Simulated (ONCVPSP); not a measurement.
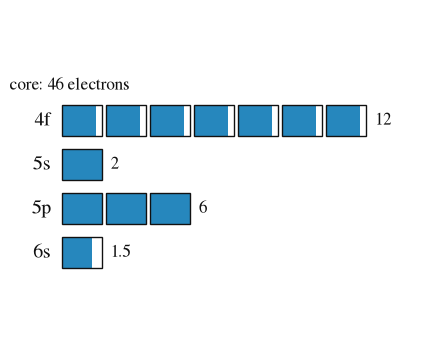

**Figure 1.** The valence shells of the reference configuration: a box for each of the 2l + 1 orbitals, shaded by the share of the shell that is filled, with the electron count at the right.

Run report: Er, pseudopotential generation

- system: erbium (Er, Z = 68), core [Kr] 4d10, reference valence 4f12 5s2 5p6 6s1.5 (an ion of charge +0.5), valence charge 22.
- method: ONCV potential, PBE, scalar-relativistic, made with ONCVPSP 4.0.1

## Input
```
# ATOM AND REFERENCE CONFIGURATION
# atsym  z   nc   nv     iexc    psfile
  Er 68.00    9    4        4      upf
#
#   n    l    f
    1    0    2.00
    2    0    2.00
    2    1    6.00
    3    0    2.00
    3    1    6.00
    3    2   10.00
    4    0    2.00
    4    1    6.00
    4    2   10.00
    4    3   12.00
    5    0    2.00
    5    1    6.00
    6    0    1.50
#
# PSEUDOPOTENTIAL AND OPTIMIZATION
# lmax
    3
#
#   l,   rc,      ep,       ncon, nbas, qcut
    0    1.60    0.00    3    8    6.60
    1    1.75    0.00    5    9    9.20
    2    1.40    0.18    4    7    7.20
    3    0.90    0.00    3    7   19.60
#
# LOCAL POTENTIAL
# lloc, lpopt,  rc(5),   dvloc0
    4    5    0.80    6.00
#
# VANDERBILT-KLEINMAN-BYLANDER PROJECTORs
# l, nproj, debl
    0    2    0.80
    1    2    3.00
    2    2    3.20
    3    2    1.60
#
# MODEL CORE CHARGE
# icmod, fcfact, rcfact
    0    0.00    0.00
#
# LOG DERIVATIVE ANALYSIS
# epsh1, epsh2, depsh
   -4.00    5.00    0.02
#
# OUTPUT GRID
# rlmax, drl
    6.00    0.01
#
# TEST CONFIGURATIONS
# ncnf
    4
# nvcnf
#   n    l    f
    4
    4    3   12.00
    5    0    2.00
    5    1    6.00
    6    0    2.00
#
    4
    4    3   12.00
    5    0    2.00
    5    1    6.00
    6    0    1.00
#
    4
    4    3   12.00
    5    0    2.00
    5    1    6.00
    6    0    0.00
#
    4
    4    3   12.00
    5    0    2.00
    5    1    5.00
    6    0    2.00
#
```

Run as:
```bash
oncvpsp.x < Er.dat > Er.out
```

## Log (extracts)
```
ONCVPSP  (Optimized Norm-Conservinng Vanderbilt PSeudopotential)
scalar-relativistic version 4.0.1

#   n    l    f        energy (Ha)
    1    0    2.00    -2.1086853E+03
    2    0    2.00    -3.5434280E+02
    2    1    6.00    -3.1338595E+02
    3    0    2.00    -7.9483055E+01
    3    1    6.00    -6.7026669E+01
    3    2   10.00    -5.1446966E+01
    4    0    2.00    -1.5770113E+01
    4    1    6.00    -1.1674555E+01
    4    2   10.00    -6.1913736E+00
    4    3   12.00    -2.3040288E-01
    5    0    2.00    -2.0222111E+00
    5    1    6.00    -1.0858048E+00
    6    0    1.50    -2.3357184E-01

Reference configufation results
  iterations    36
  all-electron total energy (Ha)   -1.30862758D+04

Begin loop to  construct optimized pseudo wave functions
and semi-local pseudopoentials for all angular momenta

Calculating optimized projector #   1

 for l=   0

    Fraction of norm inside rc  0.813147
    Optimizing pswf for qcut=   6.61 a_B^-1,  ecut=  21.82 Ha
    Residual kinetic energy error=  2.57D-05 Ha

    Energy error per electron        Cutoff
         Ha          eV             Ha
         0.01000     0.27211       13.35
         0.00100     0.02721       17.01
         0.00010     0.00272       19.92
         0.00001     0.00027       49.27

Calculating optimized projector #   2

 for l=   0

    Fraction of norm inside rc  0.038196
    Optimizing pswf for qcut=   6.61 a_B^-1,  ecut=  21.82 Ha
    Residual kinetic energy error=  6.67D-06 Ha

    Energy error per electron        Cutoff
         Ha          eV             Ha
         0.01000     0.27211        9.80
         0.00100     0.02721       14.87
         0.00010     0.00272       18.40
         0.00001     0.00027       21.42

   Wellstate for l =  1  n =  7
     eigenvalue =   1.9142
     asymptotic potential =   2.4142
     half-point radius =  3.4578

Calculating optimized projector #   1

 for l=   1

    Fraction of norm inside rc  0.727223
    Optimizing pswf for qcut=   9.19 a_B^-1,  ecut=  42.22 Ha
    Residual kinetic energy error=  2.83D-07 Ha

    Energy error per electron        Cutoff
         Ha          eV             Ha
         0.01000     0.27211       19.94
         0.00100     0.02721       26.91
         0.00010     0.00272       32.35
         0.00001     0.00027       36.55

Calculating optimized projector #   2

 for l=   1

    Fraction of norm inside rc  0.081974
    Optimizing pswf for qcut=   9.19 a_B^-1,  ecut=  42.22 Ha
    Residual kinetic energy error=  2.00D-07 Ha

    Energy error per electron        Cutoff
         Ha          eV             Ha
         0.01000     0.27211       18.61
         0.00100     0.02721       26.12
         0.00010     0.00272       31.93
         0.00001     0.00027       36.37

WARNING wellstate: moderately localized bound state found for n= 5 l=  2
WARNING scattering state with energy  0.05000000
WARNING will be used for the first projector

   Wellstate for l =  2  n =  6
     eigenvalue =   0.0500
     asymptotic potential =   0.5500
     half-point radius = 14.6567

   Wellstate for l =  2  n =  7
     eigenvalue =   3.2500
     asymptotic potential =   3.7500
     half-point radius =  3.1571

Calculating optimized projector #   1

 for l=   2

    Fraction of norm inside rc  0.031210
    Optimizing pswf for qcut=   7.21 a_B^-1,  ecut=  25.97 Ha
    Residual kinetic energy error=  3.96D-05 Ha

    Energy error per electron        Cutoff
         Ha          eV             Ha
         0.01000     0.27211        5.27
         0.00100     0.02721        8.44
         0.00010     0.00272       12.45
         0.00001     0.00027       75.61

Calculating optimized projector #   2

 for l=   2

    Fraction of norm inside rc  0.091026
    Optimizing pswf for qcut=   7.21 a_B^-1,  ecut=  25.97 Ha
    Residual kinetic energy error=  1.29D-02 Ha

    Energy error per electron        Cutoff
         Ha          eV             Ha
         0.01000     0.27211       29.91
         0.00100     0.02721      105.44
         0.00010     0.00272      122.79
         0.00001     0.00027      160.50

   Wellstate for l =  3  n =  5
     eigenvalue =   1.3696
     asymptotic potential =   1.8696
     half-point radius =  2.7707

Calculating optimized projector #   1

 for l=   3

    Fraction of norm inside rc  0.679134
    Optimizing pswf for qcut=  19.61 a_B^-1,  ecut= 192.32 Ha
    Residual kinetic energy error=  3.04D-05 Ha

    Energy error per electron        Cutoff
         Ha          eV             Ha
         0.01000     0.27211      137.52
         0.00100     0.02721      157.21
         0.00010     0.00272      175.06

Calculating optimized projector #   2

 for l=   3

    Fraction of norm inside rc  0.067234
    Optimizing pswf for qcut=  19.61 a_B^-1,  ecut= 192.32 Ha
    Residual kinetic energy error=  6.91D-07 Ha

    Energy error per electron        Cutoff
         Ha          eV             Ha
         0.01000     0.27211      120.92
         0.00100     0.02721      144.53
         0.00010     0.00272      163.91
         0.00001     0.00027      178.05

Construct Vanderbilt / Kleinmman-Bylander projectors

B matrix Hermiticity error, ll=   0
   1   2    1.6884E-04

  Orthonormal projector coefficients  1.8573E+01  1.5219E+00

B matrix Hermiticity error, ll=   1
   1   2   -3.4595E-04

  Orthonormal projector coefficients  1.5678E+01  1.3318E+00

B matrix Hermiticity error, ll=   2
   1   2    1.1278E-04

  Orthonormal projector coefficients  1.7211E+01  4.0239E+00

B matrix Hermiticity error, ll=   3
   1   2    4.1543E-04

  Orthonormal projector coefficients -3.1164E+01 -8.6003E+00

Pseudoatom total energy -188.737751

Diagnostic tests using Vanderbilt-Kleinman-Bylander pseudopotentials
  1 or more projectors used as specified by nproj input data

   l    rcore       rmatch      e in        delta e   norm test  slope test

   0   1.6043956   1.6531086  -2.0222111   0.0000425   1.0001672   1.0002022
   0   1.6043956   1.6531086  -0.2335718   0.0000029   1.0000435   1.0000482

   1   1.7550164   1.8083025  -1.0858048  -0.0000067   1.0000865   1.0000989
   1   1.7550164   1.8083025   1.9141952   0.0000269   1.0005204   1.0005204

   2   1.4065523   1.4492583   0.0500000   0.0000346   1.0002072   1.0002072
   2   1.4065523   1.4492583   3.2500000   0.0000346   1.0004877   1.0004877

   3   0.9034525   0.9308833  -0.2304029   0.0000278   1.0003680   1.0002466
   3   0.9034525   0.9308833   1.3695971  -0.0000338   1.0007008   1.0007008

 Testing for bound ghosts
   n   l    E NL Schr. Eq   E Basis Diag.   E Cutoff

       0                      -10.172671    102.18  WARNING - GHOST(-)
   1   0       -2.022169       -2.022194    102.18
   2   0       -0.233569       -0.097042    102.18

   2   1       -1.085811       -1.085671    128.34

   3   2       -0.133518       -0.039750    129.33

   4   3       -0.230375       -0.212551    362.56

 Testing for highly-localized positive-energy ghosts
       l    <radius>/rc     E Basis Diag.   E Cutoff

       1        0.221204        3.250569    128.34  WARNING - GHOST(+)

       2        0.831073        7.330311    129.33  WARNING - GHOST(+)

Test configuration 0

   n   l     f        eae           eps        diff
   1   0  2.0000-2108.68533716
   2   0  2.0000 -354.34279852
   2   1  6.0000 -313.38594699
   3   0  2.0000  -79.48305463
   3   1  6.0000  -67.02666908
   3   2 10.0000  -51.44696578
   4   0  2.0000  -15.77011311
   4   1  6.0000  -11.67455530
   4   2 10.0000   -6.19137365
   4   3 12.0000   -0.23040288   -0.23037509    2.78D-05
   5   0  2.0000   -2.02221112   -2.02216863    4.25D-05
   5   1  6.0000   -1.08580479   -1.08581148   -6.68D-06
   6   0  1.5000   -0.23357184   -0.23356898    2.86D-06

    Total energies and differences
      AE_ref= -1.30862758D+04  AE_tst= -1.30862758D+04  dif=  0.00D+00
      PS_ref= -1.88737751D+02  PS_tst= -1.88737751D+02  dif= -1.59D-12
      PSP excitation error=  1.59D-12

Test configuration 1

   n   l     f        eae           eps        diff
   1   0  2.0000-2108.56997619
   2   0  2.0000 -354.22780503
   2   1  6.0000 -313.27089243
   3   0  2.0000  -79.36861949
   3   1  6.0000  -66.91222212
   3   2 10.0000  -51.33246577
   4   0  2.0000  -15.65544984
   4   1  6.0000  -11.55980146
   4   2 10.0000   -6.07649350
   4   3 12.0000   -0.11525825   -0.11528599   -2.77D-05
   5   0  2.0000   -1.90586348   -1.90586687   -3.39D-06
   5   1  6.0000   -0.96958197   -0.96957860    3.37D-06
   6   0  2.0000   -0.14079523   -0.14080461   -9.37D-06

    Total energies and differences
      AE_ref= -1.30862758D+04  AE_tst= -1.30863697D+04  dif= -9.39D-02
      PS_ref= -1.88737751D+02  PS_tst= -1.88831063D+02  dif= -9.33D-02
      PSP excitation error= -5.59D-04

Test configuration 2

   n   l     f        eae           eps        diff
   1   0  2.0000-2108.81267531
   2   0  2.0000 -354.46951302
   2   1  6.0000 -313.51273759
   3   0  2.0000  -79.60899947
   3   1  6.0000  -67.15262835
   3   2 10.0000  -51.57299506
   4   0  2.0000  -15.89635261
   4   1  6.0000  -11.80091098
   4   2 10.0000   -6.31788778
   4   3 12.0000   -0.35717250   -0.35712291    4.96D-05
   5   0  2.0000   -2.15041542   -2.15033970    7.57D-05
   5   1  6.0000   -1.21359491   -1.21363188   -3.70D-05
   6   0  1.0000   -0.33288333   -0.33287044    1.29D-05

    Total energies and differences
      AE_ref= -1.30862758D+04  AE_tst= -1.30861342D+04  dif=  1.42D-01
      PS_ref= -1.88737751D+02  PS_tst= -1.88596386D+02  dif=  1.41D-01
      PSP excitation error=  2.51D-04

Test configuration 3

   n   l     f        eae           eps        diff
   1   0  2.0000-2109.09845160
   2   0  2.0000 -354.75338343
   2   1  6.0000 -313.79680787
   3   0  2.0000  -79.89071923
   3   1  6.0000  -67.43438579
   3   2 10.0000  -51.85494456
   4   0  2.0000  -16.17887930
   4   1  6.0000  -12.08374539
   4   2 10.0000   -6.60113079
   4   3 12.0000   -0.64079225   -0.64075694    3.53D-05
   5   0  2.0000   -2.43733298   -2.43717263    1.60D-04
   5   1  6.0000   -1.49837170   -1.49847584   -1.04D-04

    Total energies and differences
      AE_ref= -1.30862758D+04  AE_tst= -1.30856947D+04  dif=  5.81D-01
      PS_ref= -1.88737751D+02  PS_tst= -1.88156928D+02  dif=  5.81D-01
      PSP excitation error=  3.00D-04

Test configuration 4

   n   l     f        eae           eps        diff
   1   0  2.0000-2109.02296905
   2   0  2.0000 -354.66735013
   2   1  6.0000 -313.71225866
   3   0  2.0000  -79.79352127
   3   1  6.0000  -67.33744079
   3   2 10.0000  -51.75876281
   4   0  2.0000  -16.08554693
   4   1  6.0000  -11.99190406
   4   2 10.0000   -6.51102974
   4   3 12.0000   -0.54696277   -0.54381371    3.15D-03
   5   0  2.0000   -2.33742849   -2.33823179   -8.03D-04
   5   1  5.0000   -1.38193339   -1.38395381   -2.02D-03
   6   0  2.0000   -0.39152867   -0.39155796   -2.93D-05

    Total energies and differences
      AE_ref= -1.30862758D+04  AE_tst= -1.30851996D+04  dif=  1.08D+00
      PS_ref= -1.88737751D+02  PS_tst= -1.87659739D+02  dif=  1.08D+00
      PSP excitation error= -1.82D-03
```

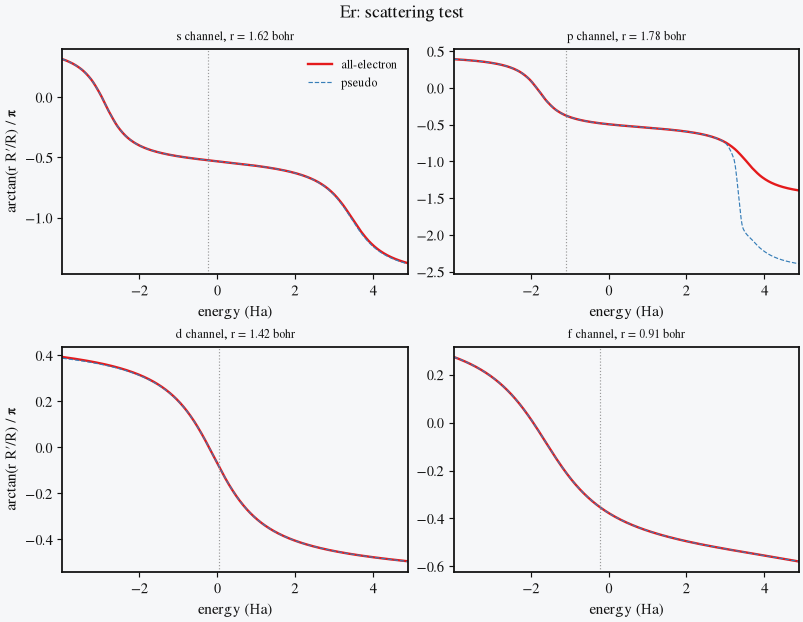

**Figure 2.** Unwrapped phase arctan(r R′/R) in units of π against energy, all-electron (solid) and pseudo (dashed); the pseudo phase is matched to the all-electron one at the reference energy. Here R(r) is the radial function. A near-vertical step is a level narrower than the spacing of the points behind the curves. The dotted line marks the reference energy of the channel.

- First channel to depart above its reference energy: the p channel: its phase error passes 0.05 rad 4.2 Ha above its reference energy, while s stays within 0.05 rad to the top of the range.
- Ghost states: Going away from the reference energies, the phases part by more than π/2 in: p at about 3.3 Ha (above its reference energy, pseudo phase lower, at the flagged ghost). Such a step is either a state that only one of the two atoms has or an ordinary level shifted in energy. The separate test gives: GHOST(-) flagged for s at -276.8 eV; GHOST(+) flagged for p at 88.5 eV, d at 199.5 eV. The bound ghosts lie below the range of the plot.

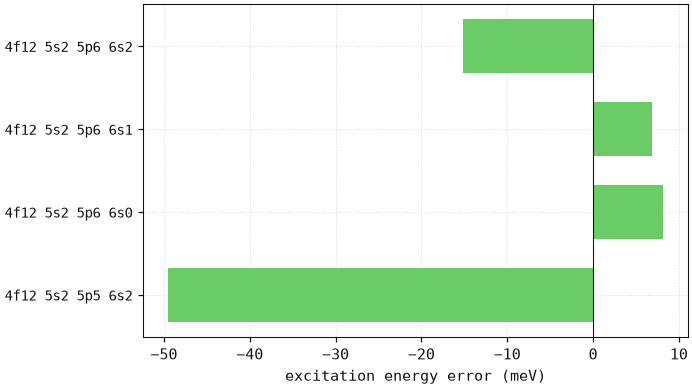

**Figure 3.** Errors, all-electron minus pseudo, of the energies of valence configurations relative to the unpolarised reference 4f12 5s2 5p6 6s1.5.

- Worst configuration: 4f12 5s2 5p5 6s2 (charge +1): the error is -50 meV on an all-electron energy of +29.28 eV relative to the reference, or 0.17 %.
- Configurations within 10 meV and within 50 meV: 2 and 4 of 4.
- Errors in meV: 4f12 5s2 5p6 6s2: -15; 4f12 5s2 5p6 6s1: +6.8; 4f12 5s2 5p6 6s0: +8.2; 4f12 5s2 5p5 6s2: -50. The potential isn't sound: its ghost test gives GHOST(-) flagged for s at -276.8 eV; GHOST(+) flagged for p at 88.5 eV, d at 199.5 eV.

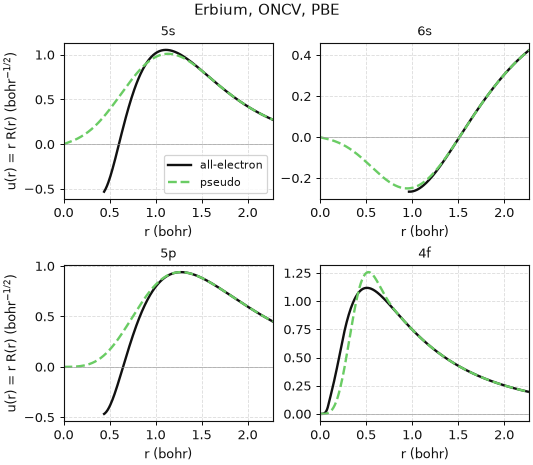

**Figure 4.** All-electron valence functions (solid) with their pseudo partners (dashed). The innermost oscillations of some all-electron curves aren't drawn. Reference configuration 4f12 5s2 5p6 6s1.5.

- Matching radii: 5s at 1.60 bohr; 6s at 1.60 bohr; 5p at 1.75 bohr; 4f at 0.90 bohr. The curves merge smoothly, so the plot gives these only roughly.
- Nodes of the pseudo-waves: 5s has no node; 6s has a node at about 1.5 bohr; 5p has no node; 4f has no node. A node in 6s is expected, since a lower shell of the same l is also in the valence and the two must stay orthogonal.
- Cutoffs needed: 157 Ha (loose) and 175 Ha (tight), as the cutoffs at which the residual kinetic energy of the hardest occupied pseudo-wave falls to 1 and 0.1 mHa per electron.

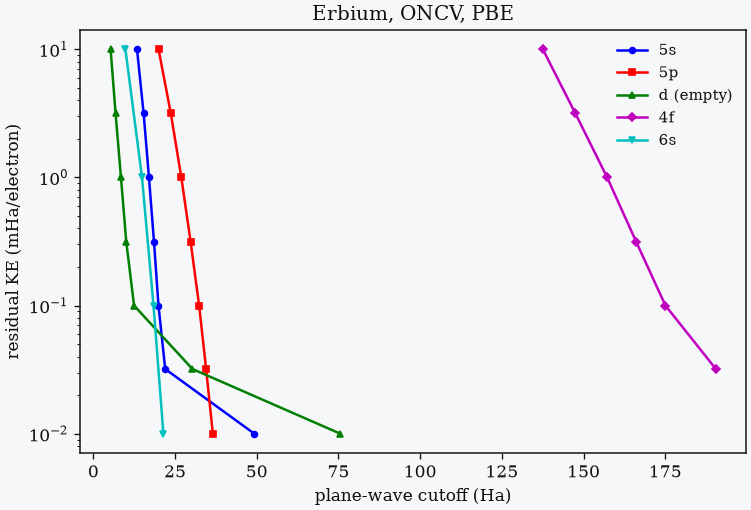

**Figure 5.** Residual kinetic energy of the pseudo-waves (the first of each channel, and further valence shells) beyond the plane-wave cutoff, as the generator prints it.

- Cutoffs for the occupied states: 157 Ha for 1 mHa and 175 Ha for 0.1 mHa per electron. The first is set by 4f.
- Cutoffs for 1 mHa per electron: 4f: 157 Ha; 5p: 27 Ha; 5s: 17 Ha; 6s: 15 Ha; d (empty): 8.4 Ha.
- Hardest wave at 1 mHa per electron: 4f, with rc = 0.90 bohr and qcut = 19.6 1/bohr. The optimisation minimises, but can't always remove, the kinetic energy above qcut²/2 = 192.1 Ha, and a larger rc would as a rule soften the wave at some cost in transferability.

## Key numbers

- outcome: generated, with a ghost state
- cutoffs needed: 157 Ha and 175 Ha (the cutoffs at which the residual kinetic energy of the hardest occupied pseudo-wave falls to 1 and 0.1 mHa per electron)
- ghost test: GHOST(-) flagged for s at -276.8 eV; GHOST(+) flagged for p at 88.5 eV, d at 199.5 eV
- largest excitation error: -50 meV (all-electron minus pseudo) for 4f12 5s2 5p5 6s2, out of 4 test configurations
- clearest signs, in the scattering phases, of states that the all-electron atom lacks: p near 3.3 Ha
- range over which the phases arctan(r R′/R) at the test radius agree within 0.05 rad (a looser test near the poles than one of phase shifts): s: over the whole range computed; p: up to about 3.1 Ha; d: over the whole range computed; f: over the whole range computed
- hardware: 1 CPU thread, shared host
- wall time: 5 s

## Remarks

The potential has a bound ghost state, so it can't be used as it stands. Warnings of the program, in the generation or the tests: wellstate: moderately localized bound state found for n= 5 l= 2.
